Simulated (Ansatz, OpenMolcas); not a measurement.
A ladder of methods for CH7FSi2 (SMILES F[SiH2]C[SiH3])

The species is CH7FSi2 (11 atoms), meant as a singlet with charge 0. As SMILES, `F[SiH2]C[SiH3]`. Geometry: relaxed at PBE0-D4/def2-TZVP. This is one conformer, not always the lowest.

```tsv
atom	x (Å)	y (Å)	z (Å)
F	-1.6291	1.6674	0.2020
Si	-0.0692	1.4984	0.5344
C	0.3492	-0.3059	0.6055
Si	-0.1572	-1.3069	-0.8997
H	0.6940	2.1729	-0.5450
H	0.1757	2.1775	1.8314
H	1.4371	-0.3852	0.7226
H	-0.1013	-0.7511	1.4989
H	-1.6364	-1.3884	-0.9957
H	0.3699	-0.6657	-2.1341
H	0.3926	-2.6860	-0.8122
```

Each level gives the energy change with the Si2–C3 bond stretched from 1.854 to 4.078 Å (eV). The values are calculated.

```csv
level,kind,program,value (eV),CPU time (all runs)
HF/6-31G* (spherical functions) (unrestricted),Hartree–Fock,OpenMolcas,3.48,16 s
PBE/6-31G* (spherical functions) (restricted),GGA,Ansatz,4.63,14 s
revPBE/6-31G* (spherical functions) (restricted),GGA,OpenMolcas,4.48,70 s
TPSS/6-31G* (spherical functions) (restricted),meta-GGA,OpenMolcas,4.70,74 s
B3LYP/6-31G* (Cartesian functions) (restricted),global hybrid,OpenMolcas,4.95,61 s
HSE06/6-31G* (spherical functions) (restricted),range-separated hybrid,Ansatz,5.28,17 s
wB97M-V/6-31G* (spherical functions) (restricted),range-separated hybrid,Ansatz,5.83,3.1 min
B2PLYP/6-31G* (spherical functions) (restricted),double hybrid,OpenMolcas,4.99,35 s
MP2/6-31G* (spherical functions) (restricted),perturbation theory,OpenMolcas,5.23,9.9 s
BCCD(T)/6-31G* (spherical functions) (restricted),coupled cluster or CI,Ansatz,4.26,35 s
```

The first shape isn't each level's own minimum. The values span 3.48 to 5.83 eV. Spin contamination of the reference (⟨S²⟩ at least 0.1 too high) touches HF/6-31G*. Times are those of the runs behind each value, whatever else they computed, on shared processors of several kinds: orders of magnitude only.

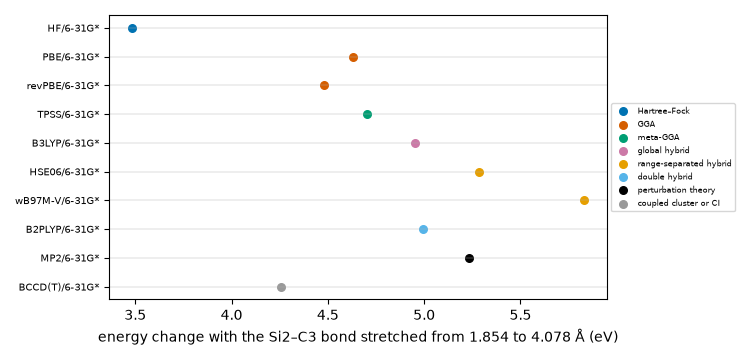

The values of the table, level by level.
